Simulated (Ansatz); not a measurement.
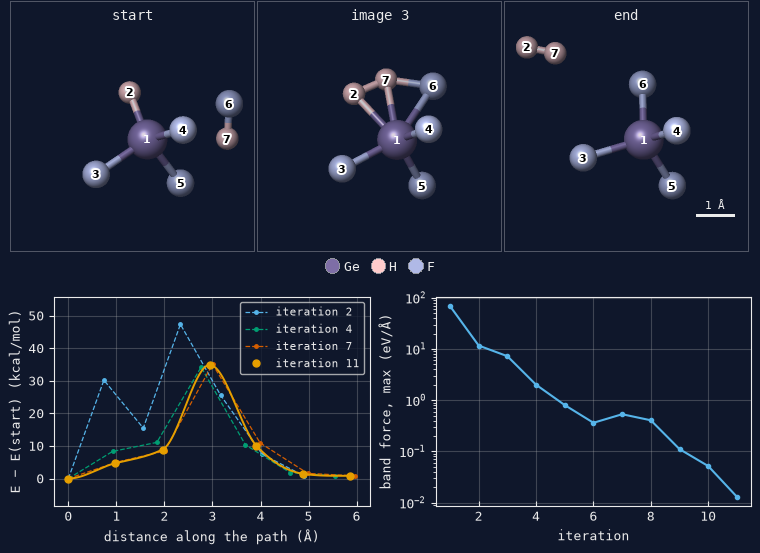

A nudged-elastic-band calculation for GeH2F4. Images are numbered from 0 (start) to 6 (end). The plot follows the band through its iterations. The picture is a ball-and-stick view, seen at a tilt.

Computed with Ansatz 0.2.0, RKS PBE/def2-SVP. Settings: 5 movable images; climbing image; force threshold 0.05 eV/Å; iteration limit 60; starting path through a guess of the saddle point.

How did the profile develop, and is the result final?

The result is final at these settings. The band converged in 11 iterations. The largest component of the band force went from 69 to 0.013 eV/Å. The climbing image converged on the top of the path. Its vibrational analysis gives one imaginary mode (1005i cm⁻¹), as a transition state must have. The first iteration put the highest image at 208.9 kcal/mol. The energy climbs by 34.9 kcal/mol to image 3 and then falls by 34.1 kcal/mol, so the end point sits at +0.8 kcal/mol.
